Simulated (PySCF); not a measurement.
Molecule: Sn(F)(Cl)2(NH2), SMILES [Sn]([Cl])([Cl])([F])[NH2]. Atoms near the plane z = 0.0 Å, at the CAM-B3LYP/def2-SVP optimised geometry (x, y, z in Å): Sn2 (-0.9, -0.9, 0.0), F3 (-1.4, 0.9, 0.0), Cl5 (1.4, -0.9, 0.0).

Level of theory: PySCF 2.14.0 with CAM-B3LYP/def2-TZVP, def2 effective core potentials past Kr. The core electrons that the potentials of Sn replace are not part of the density. Cells within 0.4 Å of a nucleus heavier than hydrogen are left out (blank, or x). The values are rescaled to run from 0 to 1.

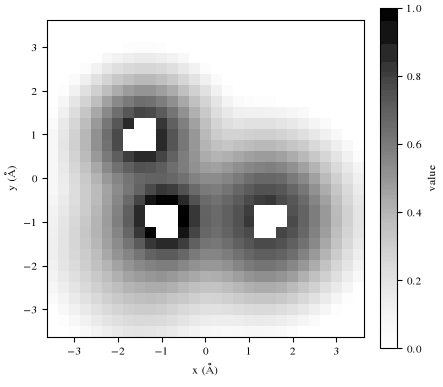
Fig. 1. a field on the plane z = 0.0 Å.

Problem. Which quantity is mapped?
A. log10 of the electron density
B. electrostatic potential
C. Laplacian of the electron density
D. an orbital amplitude

Solution. A, log10 of the electron density. In full: log10 of the electron density (e/bohr³), floored at −4.
